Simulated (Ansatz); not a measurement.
B₂NH₄OCl: several calculations on one system

### Relaxation

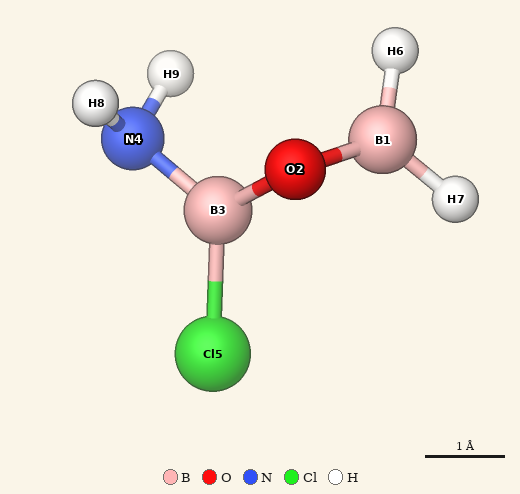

This is the input geometry for a relaxation of B₂NH₄OCl. The picture is a ball-and-stick view, seen face on.

The run prepares an end point of a later path (inversion) calculation, from a guessed geometry.

The calculation used Ansatz, RKS B3LYP-D4/cc-pVDZ.

The input:
```yaml
crystal:
  periodic: [false, false, false]
  atoms:
    - { symbol: B, position_ang: [0.0983, 1.5345, -0.3248] }
    - { symbol: O, position_ang: [1.0104, 0.4997, -0.1079] }
    - { symbol: B, position_ang: [0.2485, -0.7431, -0.3533] }
    - { symbol: "N", position_ang: [-0.2948, -1.4693, 0.8208] }
    - { symbol: Cl, position_ang: [0.2945, -1.5284, -2.0312] }
    - { symbol: H, position_ang: [-0.5837, 2.0259, 0.5626] }
    - { symbol: H, position_ang: [-0.025, 2.0677, -1.4055] }
    - { symbol: H, position_ang: [0.4116, -1.6157, 1.5369] }
    - { symbol: H, position_ang: [-1.0713, -0.8175, 1.2853] }
basis:
  gaussian: { orbitals: cc-pVDZ }
hamiltonian:
  xc: b3lyp
  dispersion: d4
relax:
  f_tol: 0.015
  max_steps: 40
```

Command:
```bash
ansatz run input.yaml --threads 1 --pin off --max-ram 2048MiB --backend cpu --events-out ev --progress --plain --runs-dir out
```

**What does the optimiser find from here?**

The largest move after the best rigid fit is that of H6, 2.19 Å. Largest moves by element: H 2.19 Å, Cl 1.06 Å, O 0.73 Å, B 0.45 Å, N 0.35 Å. Near-neighbour distances that change, for instance: N4–H9 1.115 → 1.011 Å, O2–B3 1.478 → 1.384 Å, B3–N4 1.484 → 1.392 Å, B3–Cl5 1.853 → 1.796 Å. Bond angles that change, for instance: B1–O2–B3 105.1° → 132.0°, B3–N4–H9 107.4° → 123.1°, B3–N4–H8 111.9° → 121.5°. Groups turn about B1–O2 by about 85°, O2–B3 by about 75°. The energy falls by 209.4 kJ/mol in 30 accepted moves (34 points after the start). The largest force component goes from 2.7 to 0.015 eV/Å. The line search rejected the trial steps at points 14, 19, 24, 27 of the run. Cost: 110 s on 1 thread of Intel(R) Xeon(R) 6975P-C (Granite Rapids), on a shared host, peak memory 0.21 GiB.

Final geometry:

```xyz
9

B     0.1904    1.7999   -0.5909
O     0.3470    0.6713    0.1530
B    -0.0664   -0.6338   -0.0469
N    -0.0166   -1.5276    1.0188
Cl   -0.6423   -1.2052   -1.6488
H    -0.4551    1.7877   -1.6095
H     0.7229    2.7975   -0.1691
H     0.3053   -1.2401    1.9352
H    -0.2967   -2.4958    0.9411
```

The end point in the same view:

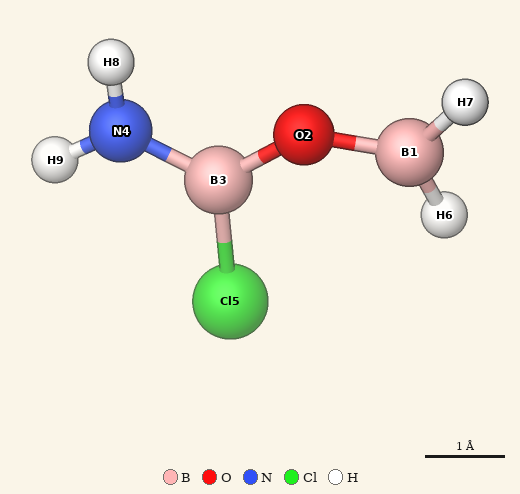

### Relaxation

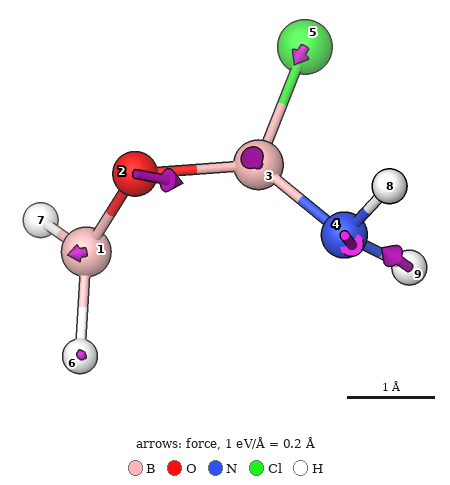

Starting geometry of B₂NH₄OCl with the computed forces as purple arrows. The picture is a ball-and-stick view, seen at a tilt.

The run prepares an end point of a later path (inversion) calculation, from a guessed geometry.

Computed with RKS B3LYP-D4/cc-pVDZ in Ansatz.

Input file:
```yaml
crystal:
  periodic: [false, false, false]
  atoms:
    - { symbol: B, position_ang: [0.0983, 1.5345, -0.3248] }
    - { symbol: O, position_ang: [1.0104, 0.4997, -0.1079] }
    - { symbol: B, position_ang: [0.2485, -0.7431, -0.3533] }
    - { symbol: "N", position_ang: [-0.2948, -1.4693, 0.8208] }
    - { symbol: Cl, position_ang: [0.2945, -1.5284, -2.0312] }
    - { symbol: H, position_ang: [-0.5837, 2.0259, 0.5626] }
    - { symbol: H, position_ang: [-0.025, 2.0677, -1.4055] }
    - { symbol: H, position_ang: [0.26131, -2.28835, 1.05131] }
    - { symbol: H, position_ang: [-1.30272, -1.85327, 0.53757] }
basis:
  gaussian: { orbitals: cc-pVDZ }
hamiltonian:
  xc: b3lyp
  dispersion: d4
relax:
  f_tol: 0.015
  max_steps: 40
output:
  orbitals: {}
```

Run as
```bash
ansatz run input.yaml --threads 1 --pin off --max-ram 2048MiB --backend cpu --events-out ev --progress --plain --runs-dir out
```

> Is this structure relaxed? If not, where do the atoms go?

It isn't relaxed: the largest force vector, on O2, is 3.63 eV/Å. The final displacements have little in common with the starting forces (cosine between the two patterns 0.29). H9 moves most after the best rigid fit: 1.50 Å. By element the largest moves are H 1.50 Å, O 1.12 Å, Cl 0.57 Å, N 0.51 Å, B 0.35 Å. Some distances before and after: N4–H9 1.115 → 1.011 Å, O2–B3 1.478 → 1.384 Å, B3–N4 1.484 → 1.392 Å, B3–Cl5 1.853 → 1.796 Å. Bond angles that change, for instance: B1–O2–B3 105.1° → 132.0°, B3–N4–H9 107.4° → 123.1°, H8–N4–H9 105.9° → 115.4°. Groups turn about O2–B3 by about 95°, B1–O2 by about 90°. Over 14 geometry steps the energy falls by 201.1 kJ/mol. Largest force component: 2.9 eV/Å at the start, 0.0023 eV/Å at the end.

### Path

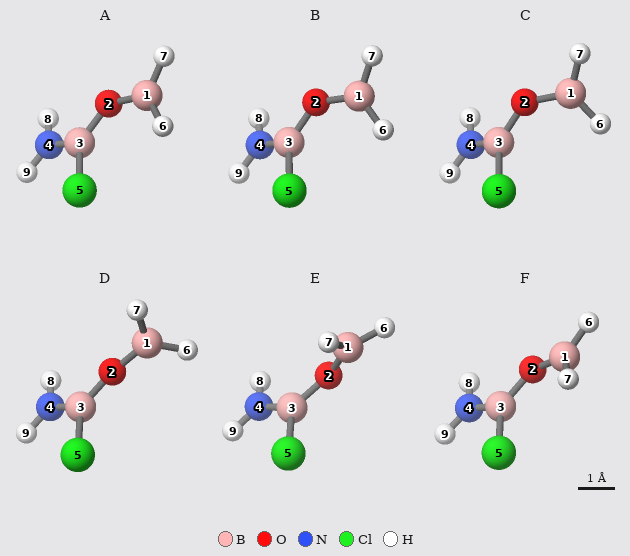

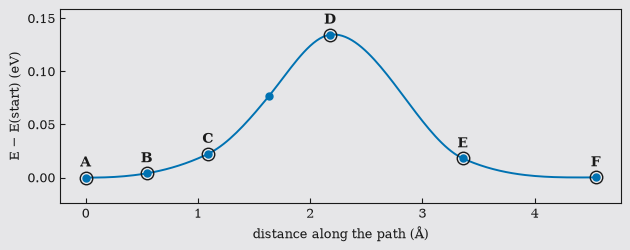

NEB run on B2NH4OCl. Images are numbered from 0 (start) to 6 (end). Frames A to F are images 0, 1, 2, 4, 5, 6. The picture is a ball-and-stick view, seen from a free direction.

Level of theory: RKS B3LYP-D4/cc-pVDZ (Ansatz 0.2.0). Settings: 5 movable images; climbing image; force threshold 0.05 eV/Å; iteration limit 60; starting path through a guess of the saddle point.

Question: What happens along the path, and what is the barrier?

Answer: The two ends have the same energy, and the highest point, image 4, lies 0.135 eV above the start. The motion is an in-plane inversion: the angle B1–O2–B3 opens from 132° to 168° on the way and closes on the other side (132° at the end). No bond forms or breaks between the ends. Bond angles that change up to the highest image, for instance: B1–O2–B3 132.0° → 167.7°, O2–B3–Cl5 121.7° → 118.5°. The band converged in 23 iterations, with a climbing image at the top. At the top, the vibrational analysis gives one imaginary mode (153i cm⁻¹), as a transition state must have.

The run took 4.9 min on 1 thread of Intel(R) Xeon(R) 6975P-C (Granite Rapids) (shared host), peak memory 0.27 GiB.
